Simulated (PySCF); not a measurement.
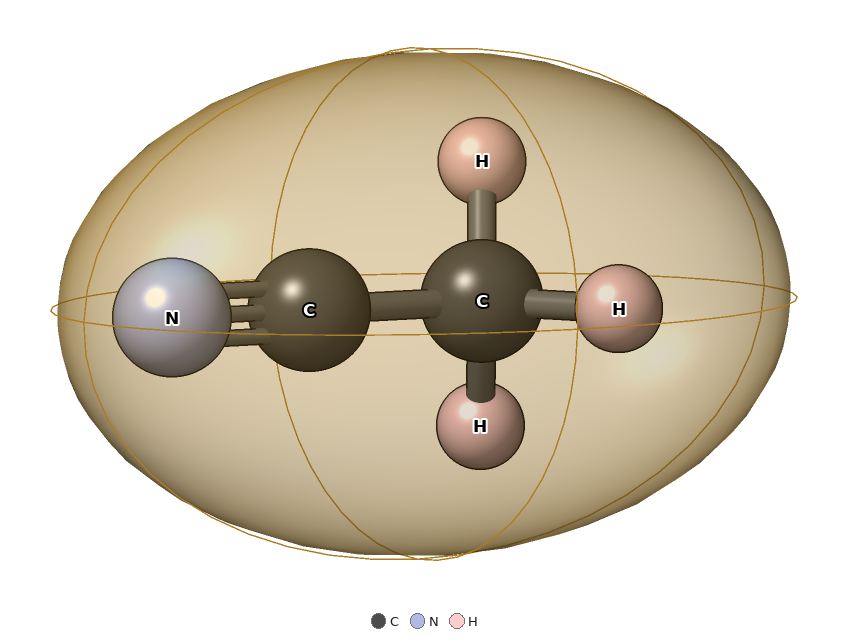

The ellipsoid shows the static dipole polarisability: its half-axes are proportional to the principal values. The computed structure is the end point of a PBE0-D3(BJ)/def2-SVP optimisation. No frequency run is at hand to confirm it as a minimum. Level of theory: PBE0/def2-TZVPD (PySCF 2.14.0).

> How large and how anisotropic is the polarisability?

Principal values 24.4, 24.4, 40.3 bohr³; mean 29.7 bohr³ (4.40 Å³); anisotropy 16.0 bohr³, so the longest axis is 1.66 times the shortest.
